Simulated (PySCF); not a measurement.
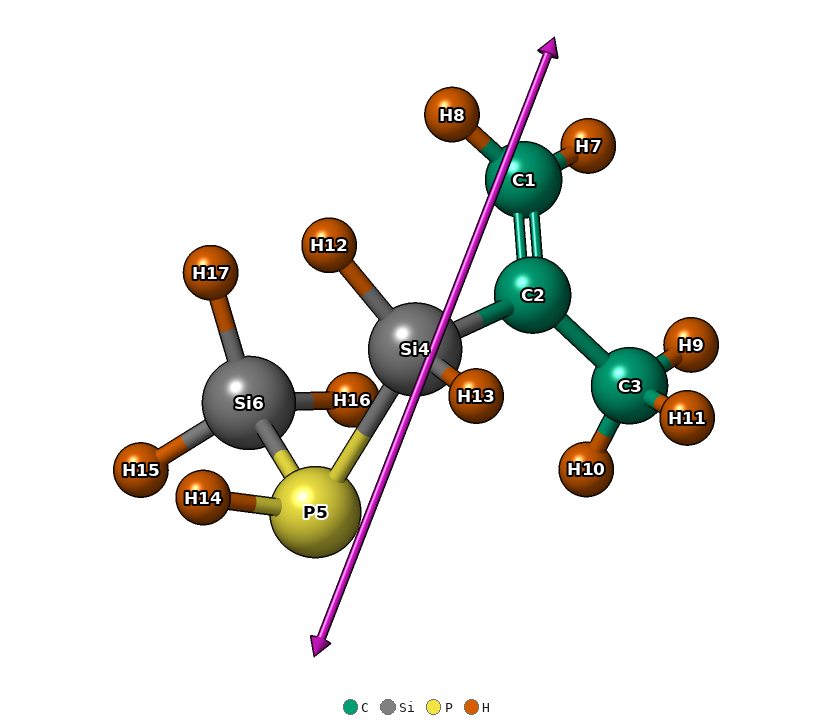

The double arrow shows the direction of the transition dipole to excited singlet state 5 (its length means nothing). Computed geometry: PBE0-D3(BJ)/def2-SVP optimisation. No frequency run is at hand to confirm it as a minimum. Level of theory: TDDFT CAM-B3LYP/def2-SVPD, vertical, gas phase, core orbitals frozen in the response (PySCF 2.14.0).

How is the transition polarised?

Close to the long direction C1···P5.

Where does the transition lie, and how strong is it?

6.76 eV (183 nm), oscillator strength 0.12, of mixed character, with the largest part HOMO−1 → LUMO (weight 0.48); transition dipole 2.20 D.
